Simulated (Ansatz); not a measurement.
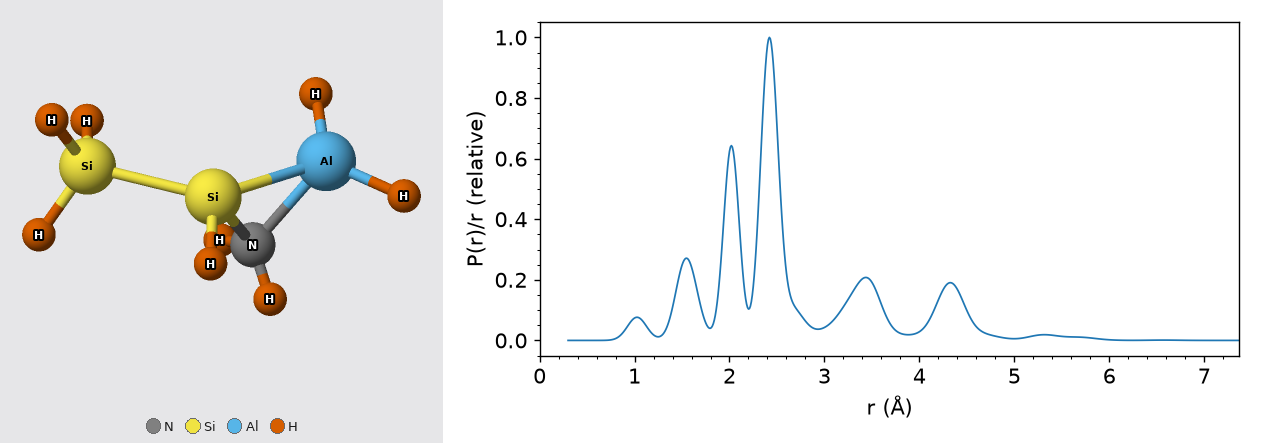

Simulated gas electron diffraction: radial distribution curve of AlH₈NSi₂. Each pair of atoms contributes with weight ZᵢZⱼ/r; damping constant 0.002 Å²; vibrational amplitudes assumed, not computed: 0.05 Å for bonds, 0.078 Å for bonds to H, 0.06 + 0.015 r up to 0.15 Å for other pairs. The geometry is the end point of an optimisation (RKS revPBE-D4/6-31G in Ansatz 0.2.0); it may be a saddle point or a higher isomer.

> Which pairs of atoms lie under the first 6 clear peaks? Mark bonded pairs by – and others by ···.

Peak 1, 1.03 Å: N–H 1.03 Å (×2)
Peak 2, 1.55 Å: Si–H 1.52–1.53 Å (×4), Al–H 1.62 Å (×2), not resolved
Peak 3, 2.02 Å: Si–N 2.01 Å, Al–N 2.03 Å
Peak 4, 2.42 Å: Si–Si 2.38 Å, Si–Al 2.46 Å, not resolved
Peak 5, 3.44 Å: Si···H 3.19–3.49 Å (×7), Si···N 3.46 Å, not resolved
Peak 6, 4.33 Å: Si···H 4.16–4.63 Å (×2), Si···Al 4.33 Å, not resolved
